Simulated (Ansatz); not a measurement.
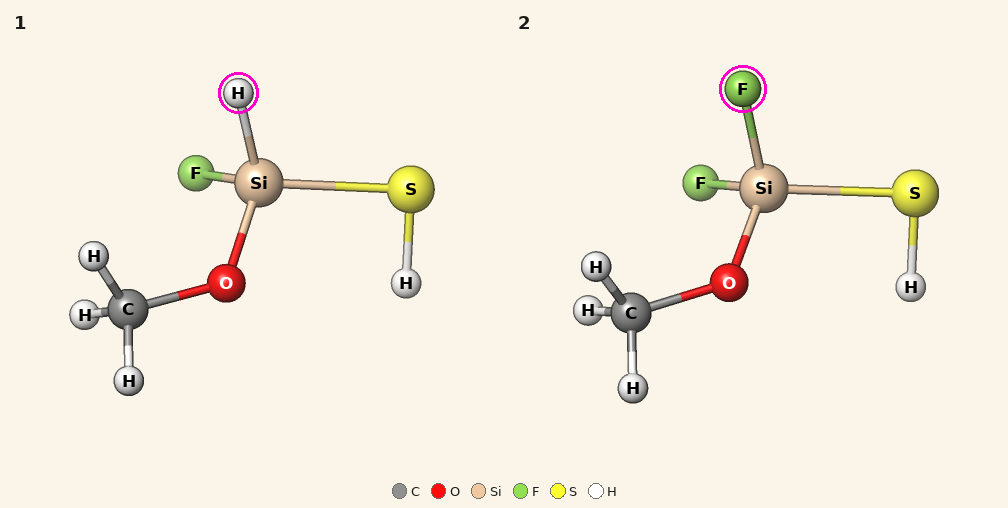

2 molecules with one skeleton, seen from the same side and at one scale; the atom that differs is circled. Each species is neutral and a spin singlet. Computed geometries: PBE0-D4/def2-TZVP optimisations, one conformation each. Properties computed with Ansatz 0.2.0.

One atom differs, called X below: H in panel 1, F in panel 2. Their formulas are CH5FOSSi (`CO[Si@H](F)S`), CH4F2OSSi (`CO[Si](F)(F)S`).

### In which is the dipole moment larger (PBE-D4/def2-TZVPP)?

In panel 2 (X = F).

### In which is the length of X–Si larger (PBE0-D4/def2-TZVP)?

In panel 2 (X = F).

Give the values. With PBE0-D4/def2-TZVP: length of X–Si (Å), angle S–Si–X (°). With PBE-D4/def2-TZVPP: dipole moment (D), HOMO energy (Kohn–Sham orbital) (eV), HOMO–LUMO gap (eV).

| quantity | 1 (H) | 2 (F) | 2 − 1 |
| --- | --- | --- | --- |
| length of X–Si (Å) | 1.477 | 1.582 | +0.105 |
| angle S–Si–X (°) | 108.6 | 106.7 | −1.9 |
| dipole moment (D) | 1.70 | 2.16 | +0.46 |
| HOMO energy (Kohn–Sham orbital) (eV) | −6.59 | −6.80 | −0.21 |
| HOMO–LUMO gap (eV) | 5.90 | 6.06 | +0.16 |
